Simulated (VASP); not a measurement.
Band structure of Te2Mo. Method: PBEsol GGA, VASP's PBE PAW potentials (set 64) (plane waves; VASP 6.6.1).

The cell holds a wide vacuum, so values per volume refer to the whole cell. Unless said otherwise, spin-orbit coupling is left out, though it shifts the bands of the heavy elements here.

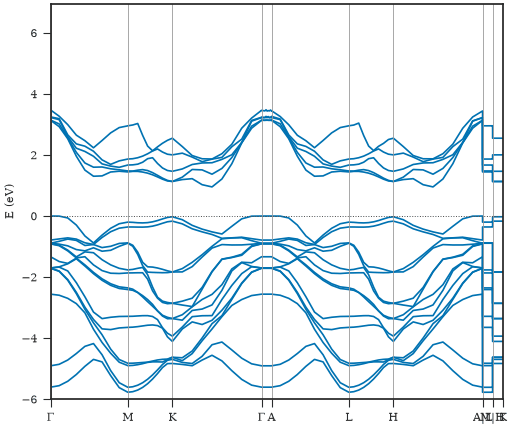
Fig. 1. Bands along high-symmetry lines, zero at the valence-band maximum or, without a gap, the Fermi level

Problem. Read the plot: is there a gap, and where are the band edges?

Solution. The gap is indirect, 0.95 eV, from the valence maximum at A to the conduction minimum at K-Γ at 0.44. (Edges off the drawn lines would not show.)

The cell is a sheet with vacuum, built from a database entry that may be metastable or hypothetical.
